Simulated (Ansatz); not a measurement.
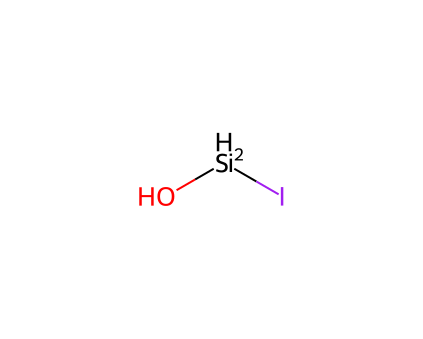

Skeletal drawing of a molecule.

Question: Give its SMILES.

Answer: O[SiH2]I

Question: Give the formula, hydrogens included.

Answer: H3IOSi.

Question: An optimisation with PBE0-D4/def2-TZVP gave a structure of which point group?

Answer: C1.

More results for the same structure follow; atom numbers are the same in all pictures, views and colours differ. The geometry was computed by an optimisation with PBE0-D4/def2-TZVP.

Levels of theory compared

Program: Ansatz 0.2.0.

Tabulate dipole (D), HOMO–LUMO gap (eV), HOMO energy (eV) at these levels: B3LYP-D4/def2-TZVPP; PBE-D4/def2-TZVPP; r2SCAN-D4/def2-TZVPP; ωB97M-V/def2-TZVPP.

```csv
level,dipole (D),HOMO–LUMO gap (eV),HOMO energy (eV)
B3LYP-D4/def2-TZVPP,1.30,6.92,−7.44
PBE-D4/def2-TZVPP,1.28,5.40,−6.54
r2SCAN-D4/def2-TZVPP,1.34,6.05,−6.85
ωB97M-V/def2-TZVPP,1.35,11.32,−9.82
```

Charges

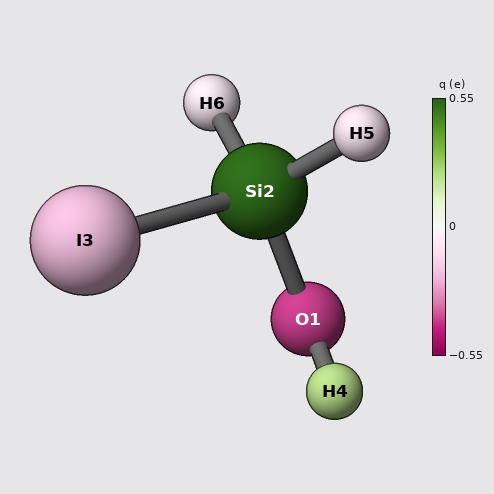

Atoms are coloured by their Mulliken charges. Method: RKS r2SCAN-D4/def2-TZVPP, core potentials on I (Ansatz 0.2.0).

Question: Which atom carries the highest charge (most positive or least negative)?

Answer: Si2 (0.52 e).

Question: And the lowest?

Answer: O1 (−0.39 e).

Give the Mulliken charges atom by atom.

```csv
atom,value (e)
O1,−0.39
Si2,0.52
I3,−0.19
H4,0.21
H5,−0.08
H6,−0.06
```

Vibrations

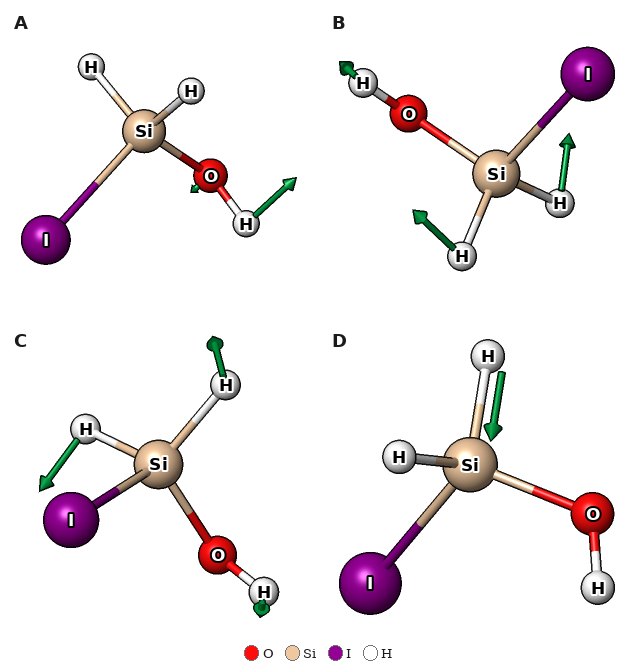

4 normal modes of one molecule or complex, as arrows. Harmonic vibrations computed with RKS PBE0-D4/def2-TZVP, core potentials on I (Ansatz 0.2.0) at a stationary point of the same level.

Question: Match the panels to the wavenumbers 263 cm⁻¹, 561 cm⁻¹, 960 cm⁻¹, 2284 cm⁻¹.

Answer: A: 263 cm⁻¹, a torsion or out-of-plane motion in which bond lengths and bond angles hardly change
B: 960 cm⁻¹, H–Si–H bending
C: 561 cm⁻¹, H–Si–I bending
D: 2284 cm⁻¹, Si–H stretching

Mulliken values depend strongly on the basis set and can even reverse the polarity of a bond.
